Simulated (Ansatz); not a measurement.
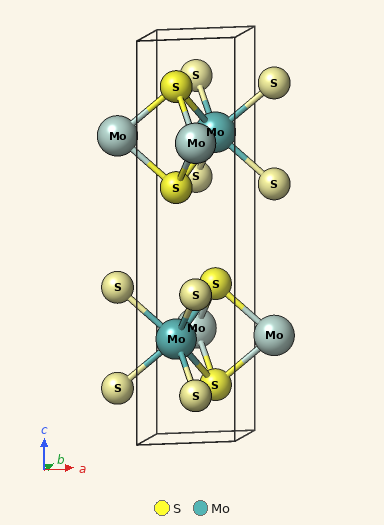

Structure drawing (ball-and-stick), viewed slightly off an axis. The wireframe shows the simulation cell. Outside the box, the atoms bonded to those within are drawn, in fainter colours.

```xyz
6
Lattice="1.5545 2.6924 0.0000 -1.5545 2.6924 0.0000 0.0000 0.0000 12.1975" Properties=species:S:1:pos:R:3 pbc="T T T"
S    -0.0002    1.7950    7.6234
S    -0.0002    3.5898    1.5247
S    -0.0002    1.7950   10.6728
S     0.0000    3.5901    4.5741
Mo   -0.0002    1.7950    3.0494
Mo   -0.0002    3.5898    9.1481
```

All computed values are from DFT, PAW plane waves, r2SCAN, spin-orbit (Ansatz). Settings: plane-wave cutoff 500 eV, a 9×9×2 k-point mesh, cold smearing of 0.011 eV, no moments seeded, so the run stays non-magnetic, spinor wavefunctions. The pressure of the cell is 12 GPa.

Q: How charged are the atoms, by the Bader scheme?

A: Mo +1.30 e; S -0.65 e. The transfer is large, as in an ionic solid.

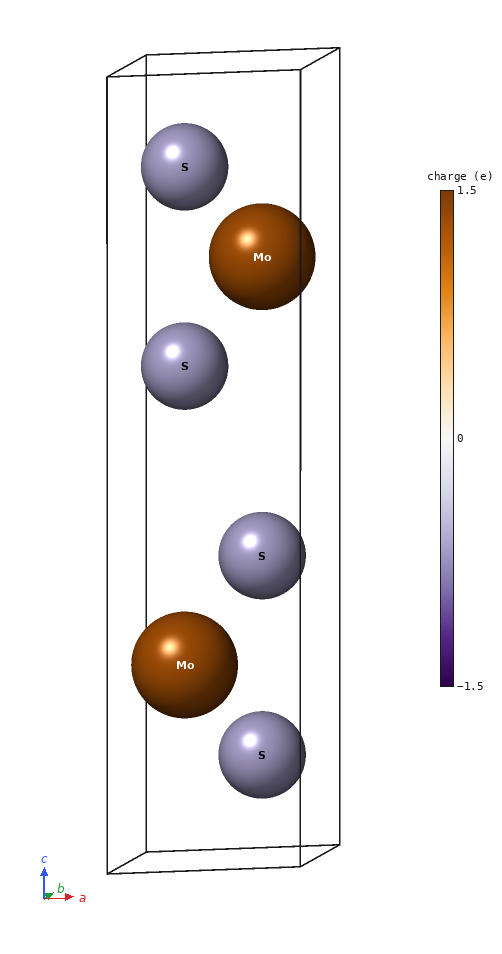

The atoms coloured by those charges.

About the cell: it is a generated cell, made by putting these elements into a known structure type (the compound may or may not exist in this form), and it is unrelaxed. It went into a calculation with Ansatz.

At this level of theory the cell isn't at rest (compressed, at 12 GPa and forces up to 1.0 eV/Å), so its distances can differ from those at equilibrium, the more so the softer the solid.
